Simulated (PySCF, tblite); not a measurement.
**C4H11SSi2 radical: geometry, infrared bands and EPR parameters**

What infrared bands and EPR parameters should C4H11SSi2 radical (`[SiH2][C@H]1CCSC[SiH2]1`) show?

Computed with tblite 0.8.0 and PySCF 2.14.0, with density-fitted response routines of our own, on a single molecule in the gas phase. Atoms count from 0, in the outputs and in this text.

## (1) The molecule as given

18 atoms, charge 0, multiplicity 2; geometry from: force field or distance geometry start.

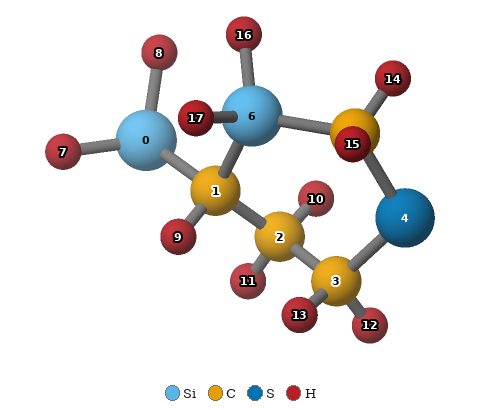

The starting geometry (silicon blue, carbon amber, sulfur blue, hydrogen red), atoms numbered; sticks join atoms by distance.

## (2) Relaxing the molecule with GFN2-xTB

Job settings and geometry (Å):

```
{"job": {"kind": "relax", "xc": "GFN2-xTB", "basis": "xTB"}, "charge": 0, "multiplicity": 2}
Si    -0.210000    -2.543900    -0.601500
C      0.133700    -0.909500     0.210200
C      1.369700    -0.279700    -0.368900
C      1.729200     1.029800     0.280100
S      0.642300     2.387700    -0.145900
C     -1.093500     1.934500     0.004000
Si    -1.387200     0.120800     0.140800
H     -0.599800    -3.493000     0.463400
H     -1.354300    -2.476300    -1.528600
H      0.363500    -1.133100     1.289300
H      1.310900    -0.117500    -1.459700
H      2.198900    -0.996400    -0.198600
H      2.756300     1.285400     0.017800
H      1.695400     0.889300     1.380600
H     -1.654600     2.359000    -0.863800
H     -1.513300     2.447700     0.916600
H     -2.258400    -0.363400    -0.946600
H     -2.137600    -0.135200     1.399100
```

Command:

```sh
$ OMP_NUM_THREADS=1 python probes_run.py task.json out
```

One launch serves the whole session: the jobs run in the order shown.

What it wrote:

```text
step      E/eV     max force
  0    -565.40140    2.034
  1    -565.60487    0.912
  2    -565.65867    0.403
  3    -565.69387    0.475
  4    -565.73358    0.498
  5    -565.75846    0.551
  6    -565.77849    0.352
  7    -565.79257    0.270
  8    -565.80418    0.260
  9    -565.81488    0.362
 10    -565.82378    0.332
 11    -565.83144    0.213
 12    -565.83939    0.225
 13    -565.84746    0.214
 14    -565.85465    0.198
 15    -565.86085    0.189
 16    -565.86613    0.162
 17    -565.87054    0.163
 18    -565.87478    0.134
 19    -565.87944    0.161
 20    -565.88441    0.172
 21    -565.88946    0.171
 22    -565.89451    0.160
 23    -565.89946    0.181
 24    -565.90422    0.145
 25    -565.90845    0.142
 26    -565.91198    0.138
 27    -565.91510    0.162
 28    -565.91793    0.136
 29    -565.92031    0.118
 30    -565.92230    0.111
 31    -565.92421    0.145
 32    -565.92644    0.153
 33    -565.92909    0.126
 34    -565.93198    0.133
 35    -565.93512    0.139
 36    -565.93897    0.189
 37    -565.94386    0.193
 38    -565.94946    0.163
 39    -565.95491    0.163
 40    -565.95967    0.160
 41    -565.96358    0.205
 42    -565.96629    0.302
 43    -565.97312    0.177
 44    -565.98069    0.155
 45    -565.98915    0.167
 46    -565.99591    0.257
 47    -566.00111    0.244
 48    -566.00782    0.143
 49    -566.01205    0.158
 50    -566.01631    0.167
 51    -566.01967    0.120
 52    -566.02280    0.136
 53    -566.02564    0.139
 54    -566.02827    0.129
 55    -566.03064    0.109
 56    -566.03284    0.089
 57    -566.03465    0.088
 58    -566.03606    0.077
 59    -566.03738    0.069
 60    -566.03878    0.072
 61    -566.04011    0.066
 62    -566.04115    0.079
 63    -566.04200    0.073
 64    -566.04285    0.070
 65    -566.04398    0.065
 66    -566.04541    0.073
 67    -566.04692    0.089
 68    -566.04808    0.081
 69    -566.04887    0.052
 70    -566.04950    0.056
 71    -566.05025    0.088
 72    -566.05119    0.103
 73    -566.05209    0.086
 74    -566.05274    0.046
 75    -566.05321    0.048
 76    -566.05360    0.045
 77    -566.05404    0.045
 78    -566.05459    0.063
 79    -566.05531    0.077
 80    -566.05617    0.065
 81    -566.05695    0.061
 82    -566.05744    0.041
 83    -566.05772    0.040
 84    -566.05801    0.046
 85    -566.05842    0.043
 86    -566.05888    0.049
 87    -566.05918    0.029
 88    -566.05932    0.025
 89    -566.05941    0.020
 90    -566.05952    0.026
 91    -566.05970    0.029
 92    -566.05990    0.035
 93    -566.06008    0.039
 94    -566.06022    0.034
 95    -566.06034    0.027
 96    -566.06042    0.021
 97    -566.06048    0.017
 98    -566.06052    0.011
 99    -566.06055    0.012
100    -566.06058    0.011
101    -566.06060    0.009
```

Run time: 0.72 s. Hardware: 1 thread of Arm Neoverse V2, shared host.

Step by step: (not every step is listed)

```
step  energy from step 0 (eV)  largest force (eV/Å)
   0                   0.0000                2.0336
   1                  -0.2035                0.9122
   2                  -0.2573                0.4027
   3                  -0.2925                0.4752
   4                  -0.3322                0.4981
   5                  -0.3571                0.5514
   6                  -0.3771                0.3521
   7                  -0.3912                0.2697
   8                  -0.4028                0.2597
  16                  -0.4647                0.1620
  24                  -0.5028                0.1453
  32                  -0.5250                0.1531
  40                  -0.5583                0.1603
  48                  -0.6064                0.1429
  56                  -0.6314                0.0890
  64                  -0.6415                0.0698
  72                  -0.6498                0.1033
  80                  -0.6548                0.0654
  88                  -0.6579                0.0253
  96                  -0.6590                0.0214
  97                  -0.6591                0.0166
  98                  -0.6591                0.0114
  99                  -0.6592                0.0124
 100                  -0.6592                0.0107
 101                  -0.6592                0.0087
```

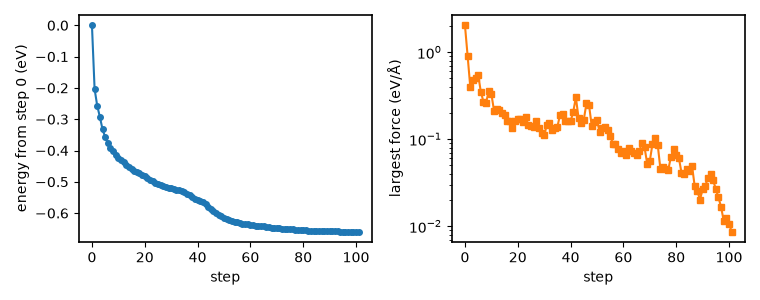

Energy and largest force along the relaxation.

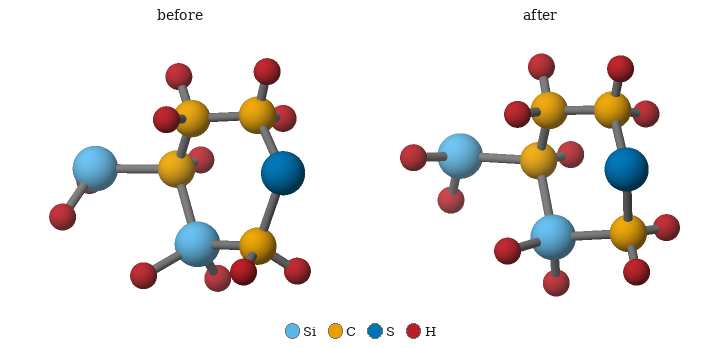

Before and after, at one scale.

Close pairs (by a distance rule), those that changed most:

```
  bond  before (Å)  after (Å)  change (Å)
C1–Si6       1.838      1.908      +0.069
C5–Si6       1.842      1.898      +0.056
Si0–C1       1.857      1.904      +0.047
C5–H15       1.128      1.089      -0.039
C5–H14       1.117      1.086      -0.031
 C3–S4       1.791      1.820      +0.030
 C1–H9       1.126      1.097      -0.029
 C1–C2       1.503      1.531      +0.028
```

The final coordinates are the input of the step that follows.

## (3) Infrared spectrum with GFN2-xTB

Job settings and geometry (Å):

```
{"job": {"kind": "ir", "xc": "GFN2-xTB", "basis": "xTB"}, "charge": 0, "multiplicity": 2}
Si    -0.179273    -2.748692    -0.200510
C      0.088905    -0.936325     0.318312
C      1.304643    -0.332841    -0.389562
C      1.608967     1.094639     0.045316
S      0.450314     2.329693    -0.622189
C     -1.022165     1.920442     0.365841
Si    -1.476594     0.110785     0.015615
H     -1.257720    -3.378671     0.552439
H     -0.329517    -2.900981    -1.643834
H      0.291836    -0.923792     1.396478
H      1.150408    -0.341367    -1.471597
H      2.191375    -0.941868    -0.180989
H      2.584473     1.407118    -0.328684
H      1.600629     1.188846     1.133279
H     -1.793326     2.612876     0.040052
H     -0.791907     2.130653     1.409273
H     -1.888928     0.017318    -1.386784
H     -2.540880    -0.301513     0.935886
```

What it wrote:

```text
mode    cm-1     km/mol
  1      73.1      1.72
  2     118.1      0.85
  3     127.9      2.49
  4     166.9      0.23
  5     222.6      1.35
  6     249.4      2.45
  7     263.1      2.10
  8     293.0      2.04
  9     416.1      4.11
 10     479.4     14.47
 11     513.7     81.08
 12     531.0     56.22
 13     576.6      6.36
 14     622.9     55.19
 15     669.4     42.28
 16     688.2      8.51
 17     716.8     55.00
 18     734.5     86.38
 19     750.0    133.93
 20     761.0    308.76
 21     778.5     26.03
 22     808.8    217.35
 23     880.6     30.19
 24     948.5     11.23
 25    1011.3     12.62
 26    1051.5     11.97
 27    1088.1     16.73
 28    1104.6     34.15
 29    1128.1     11.78
 30    1159.1      2.45
 31    1205.7      6.20
 32    1262.9      6.91
 33    1282.9     16.48
 34    1339.3      2.20
 35    1436.6      2.02
 36    1444.2      2.82
 37    1485.7      1.43
 38    2243.5    279.45
 39    2262.1    138.81
 40    2278.9    178.15
 41    2298.5    679.60
 42    2894.4     29.86
 43    2921.9     45.06
 44    2954.8      9.58
 45    2970.6     16.14
 46    2971.5     43.85
 47    2992.9     18.11
 48    3021.1     13.97
```

Run time: 0.65 s. Hardware: 1 thread of Arm Neoverse V2, shared host.

Which atoms move in the most intense modes:

```
cm⁻¹  km/mol                                 atoms
 734    86.4                      H8 32 %, H7 29 %
 750   133.9           H16 35 %, H17 30 %, C5 12 %
 761   308.8  H17 18 %, H16 18 %, C5 14 %, H8 12 %
 809   217.3            C1 28 %, Si6 16 %, C5 14 %
2244   279.4                              H17 91 %
2262   138.8                              H16 91 %
2279   178.2                      H8 62 %, H7 35 %
2298   679.6                      H7 61 %, H8 31 %
```

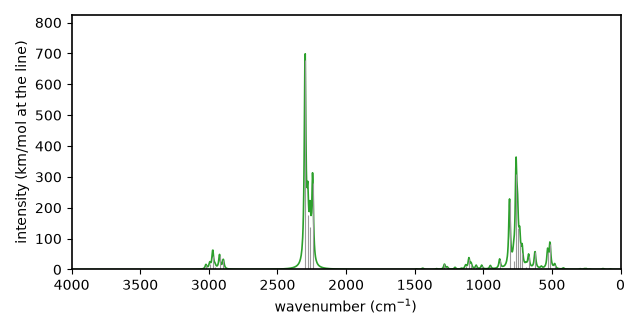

The infrared spectrum from these modes, unscaled. Lines are broadened to a width of 14 cm⁻¹ (Lorentzian).

## (4) g tensor and hyperfine couplings: B3LYP/pcH-1

Same as in step 3 but for these lines:

```diff
@@ -1,2 +1,2 @@
-{"job": {"kind": "ir", "xc": "GFN2-xTB", "basis": "xTB"}, "charge": 0, "multiplicity": 2}
+{"job": {"kind": "epr", "basis": "pcH-1"}, "charge": 0, "multiplicity": 2}
 Si    -0.179273    -2.748692    -0.200510
```

Method: UKS B3LYP, pcH-1 on C H S Si, non-relativistic, mean-field spin-orbit, GIAO.

What it wrote:

```text
UKS, coarse grid
  cycle   1  E = -1136.16833425  |g| = 3.51e-01
  cycle   2  E = -1136.13077030  |g| = 4.21e-01
  cycle   3  E = -1136.21966302  |g| = 8.08e-02
  cycle   4  E = -1136.22297091  |g| = 2.17e-02
  cycle   5  E = -1136.22320182  |g| = 5.88e-03
  cycle   6  E = -1136.22321930  |g| = 1.94e-03
  cycle   7  E = -1136.22322134  |g| = 7.52e-04
UKS, final grid
  cycle   1  E = -1136.22323184  |g| = 1.12e-03
  cycle   2  E = -1136.22323083  |g| = 1.78e-03
  cycle   3  E = -1136.22323253  |g| = 7.36e-05
  cycle   4  E = -1136.22323253  |g| = 2.18e-05
E = -1136.22323253 Eh   <S^2> = 0.7516 (exact 0.7500)
g shifts (ppm)      1          2          3
  rmc          -129       -129       -129
  gc             17         48         52
  oz_so        -190       1789       1864
  total        -302       1708       1787
hyperfine (MHz)  atom isotope    a_iso     a_fc   dipolar eigenvalues
    0  29Si    -426.86    -427.85   -170.14     84.91     85.23
    1   13C       6.05       6.01     -4.73     -4.59      9.32
    2   13C       9.63       9.63     -0.79     -0.63      1.42
    3   13C      -1.23      -1.23     -0.24     -0.10      0.34
    4   33S       0.42       0.42     -0.18      0.01      0.17
    5   13C      14.85      14.86     -1.61     -1.50      3.11
    6  29Si     -53.44     -53.48     -6.88      2.74      4.14
    7    1H      27.66      27.64     -9.93      1.38      8.54
    8    1H      34.99      34.97     -9.95      1.59      8.36
    9    1H       8.62       8.61     -4.21     -2.36      6.57
   10    1H      -0.13      -0.13     -2.07     -1.53      3.60
   11    1H       0.46       0.46     -3.30     -1.99      5.30
   12    1H      -0.28      -0.28     -0.64     -0.51      1.15
   13    1H      -0.01      -0.01     -0.99     -0.58      1.56
   14    1H       3.07       3.07     -1.07     -0.33      1.40
   15    1H      -0.81      -0.81     -1.15     -0.30      1.45
   16    1H      -0.32      -0.32     -1.88     -0.68      2.56
   17    1H      -1.05      -1.05     -1.65     -0.74      2.39
```

Wall time 1.7 min (1 thread of Arm Neoverse V2, shared host); peak memory 1.1 GiB.

Principal g values 2.00202, 2.00403, 2.00411; g(iso) = 2.00338, against 2.00232 for a free electron.

Mean a(iso) over the nuclei that a row names, and the largest dipolar term of the row (other rows stand at the frozen geometry):

```
nuclei  isotope  a(iso) (MHz)  a(iso) (G, at g = 2.0023)  largest dipolar term (MHz)
   Si0     29Si        -426.9                     -152.3                      -170.1
   Si6     29Si         -53.4                      -19.1                        -6.9
H7, H8       1H          31.3                       11.2                       -10.0
    C5      13C          14.9                        5.3                         3.1
    C2      13C           9.6                        3.4                         1.4
    H9       1H           8.6                        3.1                         6.6
    C1      13C           6.0                        2.2                         9.3
   H14       1H           3.1                        1.1                         1.4
    C3      13C          -1.2                       -0.4                         0.3
   H17       1H          -1.0                       -0.4                         2.4
   H15       1H          -0.8                       -0.3                         1.4
   H11       1H           0.5                        0.2                         5.3
    S4      33S           0.4                        0.1                        -0.2
   H16       1H          -0.3                       -0.1                         2.6
```

Mulliken spin populations:

Si0 0.97; C1 0.00; C2 0.00; C3 0.00; S4 0.00; C5 0.01; Si6 0.02; H7 0.00; H8 0.00; H9 0.00; H10 0.00; H11 0.01; H12 0.00; H13 0.00; H14 0.00; H15 0.00; H16 0.00; H17 0.00

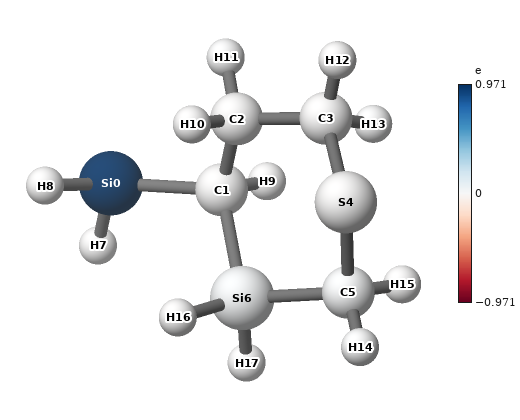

Mulliken spin populations, as colours on the atoms.

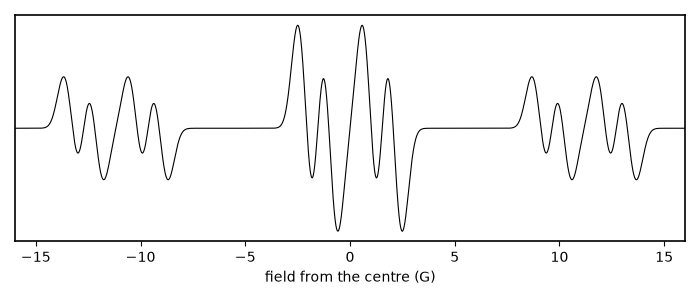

First-order isotropic spectrum (first derivative, main isotopes with spin only, couplings over 0.8 MHz, Gaussian width 0.3 G; couplings of the frozen geometry, rotation of groups not averaged beyond the rows shown).

The fields below are evaluated on a grid from the run's orbitals.

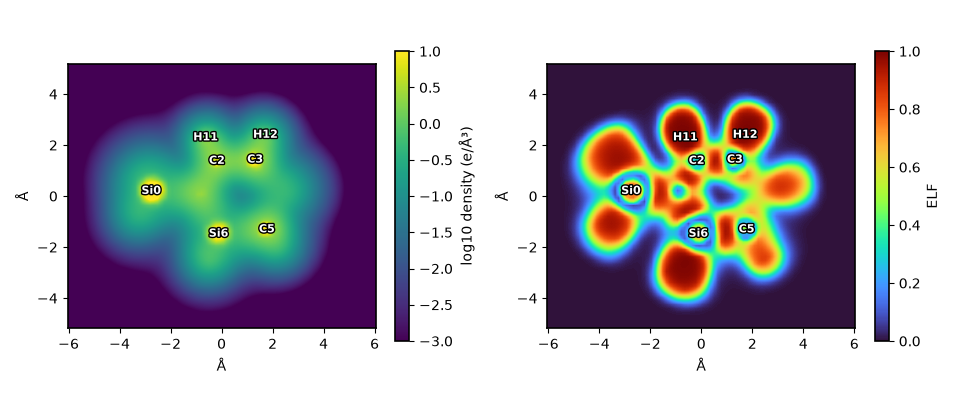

Density (left) and ELF (right) in a plane through or near 7 of the atoms.

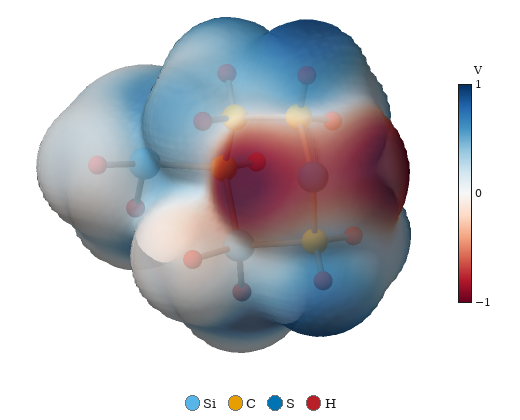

Electrostatic potential on the surface of density 0.002 e/bohr³; red is low, blue high. It runs from -1.00 V near S4 to 0.97 V near H9.

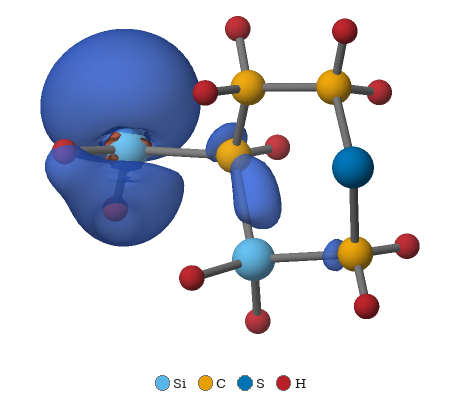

Spin density at ±0.02 e/Å³ (alpha excess blue, beta excess red).

## (5) Summary of results

```
                                                                  quantity                    value
                                 strongest single infrared mode (GFN2-xTB)    2298 cm⁻¹, 680 km/mol
                                              zero-point energy (GFN2-xTB)            83.2 kcal/mol
                                                            g(iso) (B3LYP)                  2.00338
                                                                      ⟨S²⟩       0.752 (exact 0.75)
                                        largest a(iso) (averaged by class)  29Si on Si0, -426.9 MHz
potential on the surface of density 0.002 e/bohr³, 1st and 99th percentile       -1.00 V and 0.97 V
```

What this shows: Relaxing lowered the energy by 0.659 eV in 101 steps; the close pair that moved most is C1–Si6, from 1.838 to 1.908 Å. All 48 modes are real, so the xTB geometry is a minimum. The strongest single mode, at 2298 cm⁻¹, moves mainly H7 and H8. Unscaled tight-binding wavenumbers are off by several per cent, some by more. Its intensities can rank the bands wrongly. Si0 carries the largest spin population, 0.97 e. The isotropic g lies 1.1 ppt above the free-electron value. These values are for one conformer; the search (at its own cheap level) found 1 more, at 0.46 kcal/mol, and measured spectra average over such forms.
